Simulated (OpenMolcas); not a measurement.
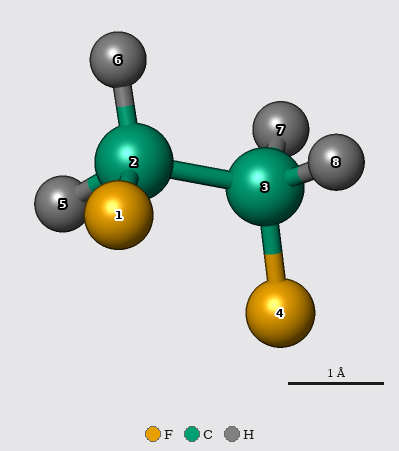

The structure as given in the input (ball-and-stick view, seen at a tilt; atoms are numbered from 1 in the order of the input). Bond lengths as drawn: C–C 1.50 Å, C–F 1.38 Å and C–H 1.09 to 1.10 Å.

Run report: C$_{2}$H$_{4}$F$_{2}$, energy and gradient calculation (part 1 of 2)

- system: C$_{2}$H$_{4}$F$_{2}$
- method: B3LYP/6-31G*, RKS (OpenMolcas 26.06)

The geometry comes from this level: PBE0-D4/def2-TZVP.

## Input file
```
&GATEWAY
BasLib = $CurrDir
Coord = input.xyz
Basis = 6-31Gs
Group = NoSym
&SEWARD
GridInput
Grid=UltraFine
End of Grid
&SCF
KSDFT = B3LYP
Thresholds = 1e-10 1e-07 1e-07 1e-05
PrOrbitals = 0
&ALASKA
```

## File input.xyz
```
8

F     -1.312370     0.775570     0.874010
C     -0.115750     0.716060     0.193200
C      0.217900    -0.696080    -0.177380
F     -0.618130    -1.153280    -1.172850
H     -0.201180     1.337840    -0.702830
H      0.670250     1.117960     0.841860
H      1.248900    -0.742470    -0.544780
H      0.110390    -1.355610     0.688780
```

Machine: 1 thread of Arm Neoverse V2, 24 GiB of memory available, shared host.

Command:
```bash
export MOLCAS_MEM=1860
pymolcas calc.input > calc.log
```

## Log
```
--- Start Module: gateway ---

                                              &GATEWAY

                       available to each process: 1.9 GB of memory, 1 thread

 Basis Set     1 Label: F.6-31GS
 Basis set is read from library:.
 basistype.tbl is not found

 Basis Set     2 Label: C.6-31GS
 Basis set is read from library:.
 basistype.tbl is not found

 Basis Set     3 Label: F.6-31GS
 Basis set is read from library:.
 basistype.tbl is not found

 Basis Set     4 Label: H.6-31GS
 Basis set is read from library:.
 basistype.tbl is not found

++    Symmetry information:
      ---------------------

                    Character Table for C1

                             E
                    a        1  x, y, xy, Rz, z, xz, Ry, yz, Rx, I
--

++    Basis set information:
      ----------------------

      Basis set label: F.6-31GS.........

      Electronic valence basis set:
      ------------------
      Associated Effective Charge   9.000000 au
      Associated Actual Charge      9.000000 au
      Nuclear Model: Point charge

      Shell  nPrim  nBasis  Cartesian Spherical Contaminant
         s      10       3        X
         p       4       2        X
         d       1       1        X

      Basis set label: C.6-31GS.........

      Electronic valence basis set:
      ------------------
      Associated Effective Charge   6.000000 au
      Associated Actual Charge      6.000000 au
      Nuclear Model: Point charge

      Shell  nPrim  nBasis  Cartesian Spherical Contaminant
         s      10       3        X
         p       4       2        X
         d       1       1        X

      Basis set label: F.6-31GS.........

      Electronic valence basis set:
      ------------------
      Associated Effective Charge   9.000000 au
      Associated Actual Charge      9.000000 au
      Nuclear Model: Point charge

      Shell  nPrim  nBasis  Cartesian Spherical Contaminant
         s      10       3        X
         p       4       2        X
         d       1       1        X

      Basis set label: H.6-31GS.........

      Electronic valence basis set:
      ------------------
      Associated Effective Charge   1.000000 au
      Associated Actual Charge      1.000000 au
      Nuclear Model: Point charge

      Shell  nPrim  nBasis  Cartesian Spherical Contaminant
         s       4       2        X
--

++    Molecular structure info:
      -------------------------

                    ************************************************
                    **** Cartesian Coordinates / bohr, angstrom ****
                    ************************************************

     Center  Label                x              y              z                     x              y              z
        1      F1              -2.480020       1.465615       1.651640             -1.312370       0.775570       0.874010
        2      C2              -0.218736       1.353157       0.365095             -0.115750       0.716060       0.193200
        3      C3               0.411771      -1.315401      -0.335200              0.217900      -0.696080      -0.177380
        4      F4              -1.168096      -2.179383      -2.216365             -0.618130      -1.153280      -1.172850
        5      H5              -0.380175       2.528151      -1.328156             -0.201180       1.337840      -0.702830
        6      H6               1.266589       2.112638       1.590885              0.670250       1.117960       0.841860
        7      H7               2.360079      -1.403065      -1.029485              1.248900      -0.742470      -0.544780
        8      H8               0.208607      -2.561732       1.301606              0.110390      -1.355610       0.688780

                    ***************************************
                    *    InterNuclear Distances / bohr    *
                    ***************************************

               1 F1            2 C2            3 C3            4 F4            5 H5            6 H6
    1 F1       0.000000
    2 C2       2.604083        0.000000
    3 C3       4.477056        2.830045        0.000000
    4 F4       5.474360        4.477060        2.604080        0.000000
    5 H5       3.797040        2.067311        4.047966        4.854958        0.000000
    6 H6       3.802553        2.070160        4.023924        6.232519        3.377171        0.000000
    7 H7       6.232520        4.023916        2.070174        3.802549        4.801318        4.519096
    8 H8       4.854972        4.047966        2.067305        3.797054        5.759272        4.801327

               7 H7            8 H8
    7 H7       0.000000
    8 H8       3.377177        0.000000

                    *******************************************
                    *    InterNuclear Distances / angstrom    *
                    *******************************************

               1 F1            2 C2            3 C3            4 F4            5 H5            6 H6
    1 F1       0.000000
    2 C2       1.378021        0.000000
    3 C3       2.369156        1.497595        0.000000
    4 F4       2.896907        2.369158        1.378020        0.000000
    5 H5       2.009307        1.093974        2.142092        2.569133        0.000000
    6 H6       2.012224        1.095481        2.129369        3.298107        1.787122        0.000000
    7 H7       3.298108        2.129365        1.095489        2.012222        2.540748        2.391403
    8 H8       2.569141        2.142091        1.093970        2.009315        3.047676        2.540753

               7 H7            8 H8
    7 H7       0.000000
    8 H8       1.787125        0.000000

                    **************************************
                    *    Valence Bond Angles / degree    *
                    **************************************
                          Atom centers                 Phi
                      1 F1       2 C2       3 C3       110.88
                      1 F1       2 C2       5 H5       108.20
                      1 F1       2 C2       6 H6       108.34
                      3 C3       2 C2       5 H5       110.53
                      3 C3       2 C2       6 H6       109.43
                      5 H5       2 C2       6 H6       109.42
                      2 C2       3 C3       4 F4       110.88
                      2 C2       3 C3       7 H7       109.43
                      2 C2       3 C3       8 H8       110.53
                      4 F4       3 C3       7 H7       108.34
                      4 F4       3 C3       8 H8       108.20
                      7 H7       3 C3       8 H8       109.42

           ***************************************************************
           *              Valence Dihedral Angles / degree               *
           ***************************************************************
                    Atom centers                       Phi1     Phi2     Theta
           1 F1       2 C2       3 C3       4 F4        110.88   110.88    71.11
           1 F1       2 C2       3 C3       7 H7        110.88   109.43  -169.44
           1 F1       2 C2       3 C3       8 H8        110.88   110.53   -48.88
           5 H5       2 C2       3 C3       7 H7        110.53   109.43    70.57
           5 H5       2 C2       3 C3       8 H8        110.53   110.53  -168.86
           6 H6       2 C2       3 C3       7 H7        109.43   109.43   -49.99
           6 H6       2 C2       3 C3       8 H8        109.43   110.53    70.57
           4 F4       3 C3       2 C2       5 H5        110.88   110.53   -48.88
           4 F4       3 C3       2 C2       6 H6        110.88   109.43  -169.44
--

            Nuclear Potential Energy            128.13463203 au

--- Stop Module: gateway /rc=_RC_ALL_IS_WELL_ ---

--- Start Module: seward ---

                                              &SEWARD

                       available to each process: 1.9 GB of memory, 1 thread

               SEWARD will generate:
                  Multipole Moment integrals up to order  2
                  Kinetic Energy integrals
                  Nuclear Attraction integrals (point charge)
                  One-Electron Hamiltonian integrals
                  Velocity integrals
                  Orbital angular momentum around ( -0.9619  -0.1882  -0.1489 )
                  Velocity quadrupole around ( -0.9619  -0.1882  -0.1489 )
                  Two-Electron Repulsion integrals

                   Integrals are discarded if absolute value <: 1.00E-14
                   Integral cutoff threshold is set to       <: 1.00E-16

            Nuclear Potential Energy            128.13463203 au

      Basis set specifications :
      Symmetry species         a
      Basis functions           68

--- Stop Module: seward /rc=_RC_ALL_IS_WELL_ ---
--- Module seward spent 1 second ---

--- Start Module: scf ---

                                                &SCF

                       available to each process: 1.9 GB of memory, 1 thread

 ###############################################################################
 ###     Minimized-density-differences option turned off!                    ###
 ###############################################################################
++    Input section:
      --------------

      Header of the integral files:

      Cartesian coordinates in angstrom:
      -----------------------------------------------------
      No.  Label        X            Y            Z
      -----------------------------------------------------
       1   F1        -1.31237000   0.77557000   0.87401000
       2   C2        -0.11575000   0.71606000   0.19320000
       3   C3         0.21790000  -0.69608000  -0.17738000
       4   F4        -0.61813000  -1.15328000  -1.17285000
       5   H5        -0.20118000   1.33784000  -0.70283000
       6   H6         0.67025000   1.11796000   0.84186000
       7   H7         1.24890000  -0.74247000  -0.54478000
       8   H8         0.11039000  -1.35561000   0.68878000
      -----------------------------------------------------
      Nuclear repulsion energy =  128.13463203
--

++    Orbital specifications:
      -----------------------

      Symmetry species               1
                                     a
      Frozen orbitals                0
      Occupied orbitals             17
      Secondary orbitals            51
      Deleted orbitals               0
      Total number of orbitals      68
      Number of basis functions     68
--

      Molecular charge                           0.000
```
